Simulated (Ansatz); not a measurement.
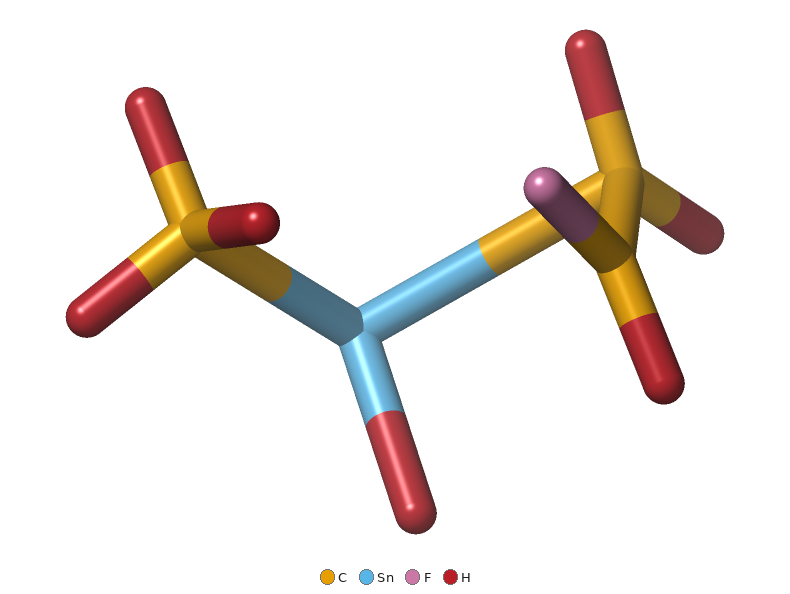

The geometry was computed by an optimisation with PBE-D4/def2-SVP. No frequency run is at hand to confirm it as a minimum. Method: RKS PBE-D4/def2-SVP, core potentials on Sn (Ansatz 0.2.0).

What does the calculation give?

The species is C₃H₇FSn.
- dipole moment: 1.99 D
- dispersion correction: −25.9 kJ/mol
